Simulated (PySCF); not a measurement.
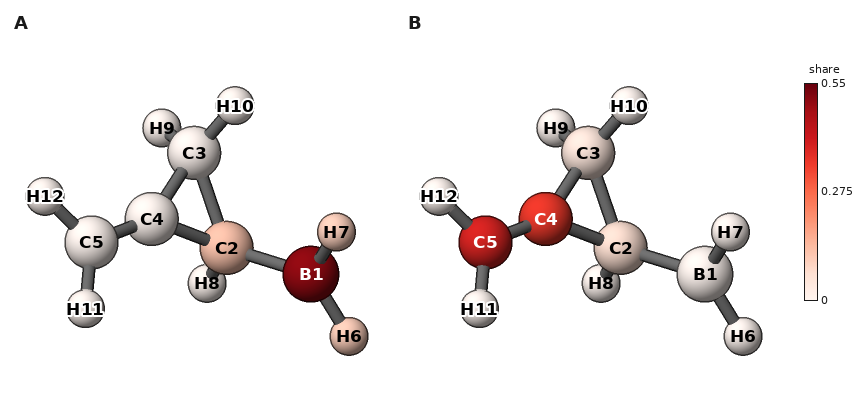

Each panel colours the atoms by their Löwdin share in one orbital (up to four of the largest shares; other atoms are shown as zero). The geometry was computed by an optimisation with GFN2-xTB. No frequency run is at hand to confirm it as a minimum. Level of theory: PBE0/def2-SVPD (PySCF 2.14.0).

Question: The panels show the HOMO, LUMO, in some order. Which is which?

Answer: A: LUMO, −1.29 eV; B1 0.50, C2 0.12, H6 0.10, H7 0.10
B: HOMO, −7.67 eV; C5 0.39, C4 0.35, C2 0.07, C3 0.04

The geometry is semi-empirical. Around B such bond lengths and angles can be off by a tenth of an ångström or more and by several degrees, and values that hang on the shape move with them.
